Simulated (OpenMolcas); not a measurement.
**Single-point calculation of C2F6 (part 2 of 2)**

Continued. System: C2F6, SMILES FC(F)(F)C(F)(F)F. Method: MP2/ANO-RCC-VDZP, RHF, DKH2 (OpenMolcas 26.06). The geometry comes from this level: GFN2-xTB.

Geometry of the input (Å):
```
F  1.0756  -0.7840  1.1509
C  0.6674  -0.3995  -0.0527
F  1.6162  0.3522  -0.5980
F  0.5040  -1.4811  -0.8057
C  -0.6675  0.3993  0.0529
F  -0.5020  1.4831  0.8020
F  -1.0777  0.7799  -1.1514
F  -1.6159  -0.3500  0.6020
```

What the program printed, continued
```
       Convergence after  11 Iterations
--

 *****************************************************************************************************************************
 *                                             SCF/KS-DFT Program, Final results                                             *
 *                                                       Final Results                                                       *
 *****************************************************************************************************************************

::    Total SCF energy                               -673.1823776910
      One-electron energy                           -1856.0605386358
      Two-electron energy                             721.0033780036
      Nuclear repulsion energy                        461.8747829412
      Kinetic energy (interpolated)                   677.8545104857
      Virial theorem                                    0.9931074696
      Total spin, S(S+1)                                0.0000000000
      Total spin, S                                     0.0000000000
      Max non-diagonal density matrix element           0.0000004292
      Max non-diagonal Fock matrix element              0.0000000523

      All orbitals with orbital energies smaller than  E(LUMO)+0.5 are printed

++    Molecular orbitals:
      -------------------

      Title: SCF orbitals

      Molecular orbitals for symmetry species 1: a

          Orbital            1         2         3         4         5         6         7         8         9        10
          Energy          -26.3921  -26.3921  -26.3921  -26.3920  -26.3920  -26.3920  -11.5678  -11.5673   -1.8030   -1.7796
          Occ. No.          2.0000    2.0000    2.0000    2.0000    2.0000    2.0000    2.0000    2.0000    2.0000    2.0000

          Orbital           11        12        13        14        15        16        17        18        19        20
          Energy           -1.6971   -1.6969   -1.6874   -1.6873   -1.1081   -0.9891   -0.9238   -0.8937   -0.8937   -0.8634
          Occ. No.          2.0000    2.0000    2.0000    2.0000    2.0000    2.0000    2.0000    2.0000    2.0000    2.0000

          Orbital           21        22        23        24        25        26        27        28        29        30
          Energy           -0.8634   -0.7797   -0.7572   -0.7571   -0.7558   -0.7558   -0.7196   -0.7196   -0.7028   -0.7027
          Occ. No.          2.0000    2.0000    2.0000    2.0000    2.0000    2.0000    2.0000    2.0000    2.0000    2.0000

          Orbital           31        32        33        34        35        36        37        38        39        40
          Energy           -0.6992   -0.6921   -0.6114    0.2365    0.2366    0.2728    0.3320    0.3938    0.4104    0.4105
          Occ. No.          2.0000    2.0000    2.0000    0.0000    0.0000    0.0000    0.0000    0.0000    0.0000    0.0000

          Orbital           41        42        43        44        45        46        47        48        49        50
          Energy            0.4607    0.4607    0.5045    0.5232    0.5678    0.6026    0.6027    0.6135    0.6135    0.7223
          Occ. No.          0.0000    0.0000    0.0000    0.0000    0.0000    0.0000    0.0000    0.0000    0.0000    0.0000

          Orbital           51
          Energy            0.7223
          Occ. No.          0.0000

--

++    Molecular charges:
      ------------------

      Mulliken charges per centre and basis function type
      ---------------------------------------------------

                F1      C2      F3      F4      C5      F6      F7      F8
      1s       2.0001  1.9994  2.0001  2.0001  1.9994  2.0001  2.0001  2.0001
      2s       1.9317  0.8211  1.9317  1.9318  0.8211  1.9318  1.9318  1.9317
      2px      1.8921  0.7468  1.6880  1.9389  0.7466  1.9387  1.8916  1.6882
      2pz      1.5604  0.5297  1.8638  1.7921  0.5298  1.7936  1.5601  1.8627
      2py      1.9003  0.6065  1.8009  1.6219  0.6066  1.6205  1.9012  1.8018
      3s      -0.0040  0.0440 -0.0040 -0.0040  0.0440 -0.0040 -0.0040 -0.0040
      3px     -0.0125  0.0167 -0.0137 -0.0107  0.0168 -0.0107 -0.0125 -0.0137
      3pz     -0.0088  0.0237 -0.0103 -0.0101  0.0237 -0.0101 -0.0088 -0.0103
      3py     -0.0114  0.0212 -0.0087 -0.0119  0.0212 -0.0119 -0.0114 -0.0087
      3d2+     0.0007  0.0653  0.0030  0.0041  0.0653  0.0042  0.0007  0.0030
      3d1+     0.0043  0.0673  0.0039  0.0013  0.0674  0.0012  0.0044  0.0039
      3d0      0.0069  0.0935  0.0018  0.0018  0.0935  0.0018  0.0069  0.0018
      3d1-     0.0039  0.0849  0.0024  0.0072  0.0848  0.0071  0.0039  0.0024
      3d2-     0.0009  0.0855  0.0056  0.0024  0.0856  0.0024  0.0009  0.0055
      Total    9.2647  5.2058  9.2646  9.2649  5.2058  9.2647  9.2649  9.2646

      N-E     -0.2647  0.7942 -0.2646 -0.2649  0.7942 -0.2647 -0.2649 -0.2646

      Total electronic charge=   66.000000

      Total            charge=   -0.000000
--

++    Static properties:
      ------------------

      LoProp Charges per center

                   F1       C2       F3       F4       C5       F6       F7       F8
      Nuclear      9.0000   6.0000   9.0000   9.0000   6.0000   9.0000   9.0000   9.0000
      Electronic  -9.2816  -5.1552  -9.2815  -9.2817  -5.1552  -9.2816  -9.2817  -9.2815

      Total       -0.2816   0.8448  -0.2815  -0.2817   0.8448  -0.2816  -0.2817  -0.2815
--

++    Natural Bond Order analysis
      ---------------------------
      Based on LoProp computed density
      -------------------------------------------------------------------------------------
      Atom A       Atom B       Bond Order
        C2           C5             0.831
      -------------------------------------------------------------------------------------
      NBO located      1.661 electrons involved in    1 bonds.
      NBO located      1.000 non-bonded electrons on atom F1
      NBO located      1.008 non-bonded electrons on atom F1
      NBO located      0.993 non-bonded electrons on atom C2
      NBO located      0.999 non-bonded electrons on atom F3
      NBO located      0.999 non-bonded electrons on atom F4
      NBO located      0.980 non-bonded electrons on atom F4
      NBO located      0.993 non-bonded electrons on atom C5
      NBO located      0.999 non-bonded electrons on atom F6
      NBO located      0.980 non-bonded electrons on atom F6
      NBO located      1.000 non-bonded electrons on atom F7
      NBO located      1.008 non-bonded electrons on atom F7
      NBO located      0.999 non-bonded electrons on atom F8
      The remaining   21.086 electrons are to be considered as diffuse
--

++    Molecular properties:
      ---------------------

      Charge (e):
                      =   -0.0000
      Dipole Moment (debye):
      Origin of the operator (angstrom)=    0.0000    0.0000   -0.0000
                   X=  6.5332E-05               Y= -1.4875E-04               Z=  2.4028E-03           Total=  2.4083E-03
      Quadrupole Moment (debye*angstrom):
      Origin of the operator (angstrom)=    0.0000    0.0000   -0.0000
                  XX= -4.3535E+01              XY=  4.3504E-02              XZ=  3.7607E-03              YY= -4.3497E+01
                  YZ= -3.9053E-03              ZZ= -4.3470E+01
      In traceless form (debye*angstrom)
                  XX= -5.1075E-02              XY=  6.5257E-02              XZ=  5.6411E-03              YY=  5.6626E-03
                  YZ= -5.8579E-03              ZZ=  4.5412E-02
--

--- Stop Module: scf /rc=_RC_ALL_IS_WELL_ ---
--- Module scf spent 9 seconds ---

--- Start Module: mbpt2 ---

                                               &MBPT2

                       available to each process: 1.9 GB of memory, 1 thread

WARNING!
Default frozen orbitals as non valence orbitals is overwritten by user input.
Default values:   8

      Cartesian coordinates in angstrom:
      -----------------------------------------------------
      No.  Label        X            Y            Z
      -----------------------------------------------------
       1   F1         1.07555000  -0.78402000   1.15088000
       2   C2         0.66740000  -0.39947000  -0.05266000
       3   F3         1.61622000   0.35223000  -0.59799000
       4   F4         0.50395000  -1.48106000  -0.80567000
       5   C5        -0.66747000   0.39932000   0.05291000
       6   F6        -0.50203000   1.48313000   0.80195000
       7   F7        -1.07768000   0.77988000  -1.15142000
       8   F8        -1.61594000  -0.35001000   0.60200000
      -----------------------------------------------------
      Nuclear repulsion energy =  461.87478294

      Contents of RUNFILE file:
      -------------------------

      Symmetry species                           1
                                                 a
      Number of basis functions                112
      Frozen occupied orbitals                   7
      Active occupied orbitals                  26
      Active external orbitals                  79
      Deleted external orbitals                  0

      Reference numbers of frozen occupied orbitals according to the original input sequence
      symmetry species 1                        1  2  3  4  5  6  7

      Energies of the active occupied orbitals

      symmetry species 1                   -11.567268     -1.803021     -1.779592     -1.697055     -1.696935
                                            -1.687426     -1.687313     -1.108138     -0.989137     -0.923827
                                            -0.893695     -0.893656     -0.863406     -0.863379     -0.779714
                                            -0.757169     -0.757119     -0.755821     -0.755782     -0.719619
                                            -0.719562     -0.702755     -0.702708     -0.699245     -0.692110
                                            -0.611379

      Energies of the active external orbitals

      symmetry species 1                     0.236522      0.236638      0.272761      0.332027      0.393840
                                             0.410371      0.410451      0.460659      0.460705      0.504504
                                             0.523209      0.567823      0.602641      0.602716      0.613519
                                             0.613548      0.722251      0.722256      0.800779      0.809205
                                             0.852606      0.852627      0.991162      1.059766      1.059808
                                             1.128311      1.151418      1.157212      1.157230      1.208035
                                             1.208083      1.208215      1.286631      1.286663      1.345141
                                             1.679402      1.679458      1.877969      1.893202      1.893438
                                             2.111824      2.111923      2.694067      2.694166      2.717196
                                             2.742195      2.761900      2.761927      2.774428      2.858272
                                             2.862687      2.862721      2.881006      2.890462      2.890556
                                             2.925208      2.925377      2.986704      3.034320      3.034533
                                             3.107007      3.122288      3.133787      3.350004      3.350180
                                             3.461014      3.461110      3.642245      3.707961      3.708080
                                             3.778904      3.791690      3.791802      3.814385      3.819369
                                             3.858903      3.859007      3.890353      3.890424

      ********************************************************************************************************
      *                                               Results                                                *
      ********************************************************************************************************

 Conventional algorithm used...

       SCF energy                           =     -673.1823776910 a.u.
       Second-order correlation energy      =       -1.3934996648 a.u.

       Total energy                         =     -674.5758773557 a.u.
       Reference weight ( Cref**2 )         =        0.74963

::    Total MBPT2 energy                             -674.5758773557

       Zeroth-order energy (E0)             =       47.8210003126 a.u.

       Shanks-type energy S1(E)             =     -674.5785758197 a.u.

       Data processing and timing information:

       Section                                              time(sec)
                                                          CPU  Elapsed

      Input data processing                              0.05      0.06
      Transformation of integrals                        1.33      1.51
      MBPT2 calculations (BJAI)                          0.01      0.02
      Total MBPT2 calculations                           1.39      1.59

--- Stop Module: mbpt2 /rc=_RC_ALL_IS_WELL_ ---
--- Module mbpt2 spent 1 second ---

.##################.
.# Happy landing! #.
.##################.

    Timing: Wall=66.50 User=60.75 System=4.43
```

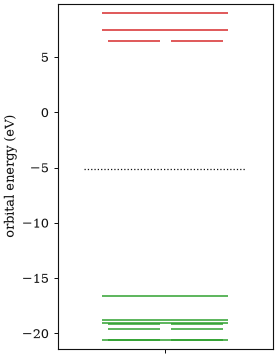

Figure 1. Orbital energies near the frontier (SCF reference); the dotted line parts filled from empty levels, and levels within 0.02 eV of each other stand side by side. Highest filled −16.64 eV, lowest empty 6.44 eV, 23.08 eV apart.

Summary

```tsv
quantity	value
outcome	converged
total energy	−674.575877 hartree
SCF energy	−673.182378 hartree
MP2 energy	−674.575877 hartree
correlation energy	−1.393500 hartree
basis functions	112
HOMO of the SCF reference	−16.64 eV
LUMO of the SCF reference	6.44 eV
hardware	1 thread of Arm Neoverse N1, 24 GiB of memory available, shared host
wall time	67 s
peak memory	0.68 GiB
```
